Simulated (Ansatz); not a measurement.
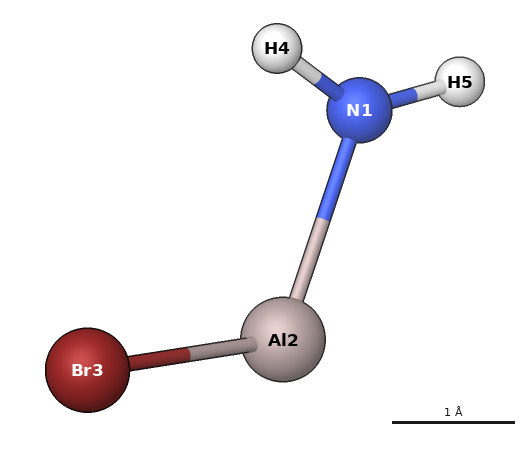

(Drawn from a calculation with Ansatz.)

Numbered structure. Charge 0, doublet. Geometry: atoms displaced at random (about 0.12 Å) from a stationary point of PBE0-D4.

Give these bond angles: Al2–N1–H4, Al2–N1–H5, H4–N1–H5, N1–Al2–Br3.

```csv
angle,degrees
Al2–N1–H4,97.7
Al2–N1–H5,124.0
H4–N1–H5,138.2
N1–Al2–Br3,118.0
```
